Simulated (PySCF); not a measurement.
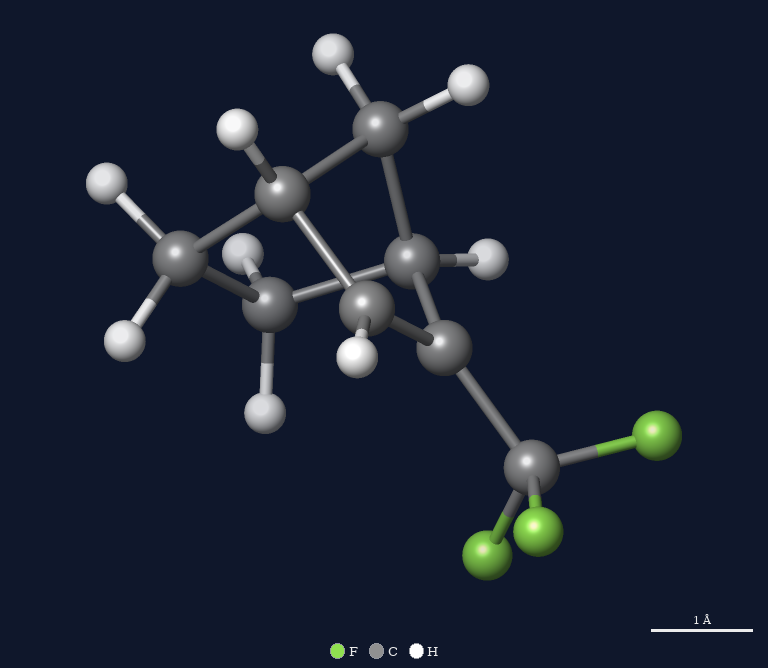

The computed structure is the end point of a PBE0-D3(BJ)/def2-SVP optimisation. No frequency run is at hand to confirm it as a minimum.

> Give the formula.

C8H9F3, 20 atoms: 8 carbon, 9 hydrogen and 3 fluorine.

> Does it have rings?

Independent rings (smallest set): 2 of 5 members.

> Give the symmetry (Schoenflies symbol).

C1.
